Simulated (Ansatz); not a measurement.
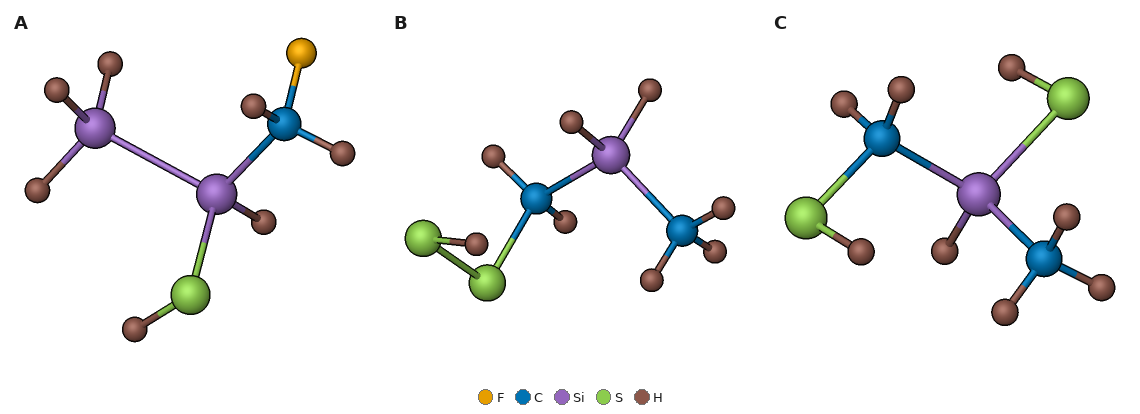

(Drawn from a calculation with Ansatz.)

Question: Which panel belongs to which SMILES?
(1) C[SiH2]CSS
(2) FC[Si@H]([SiH3])S
(3) C[Si@H](S)CS

Answer: A is (2), B is (1), C is (3).
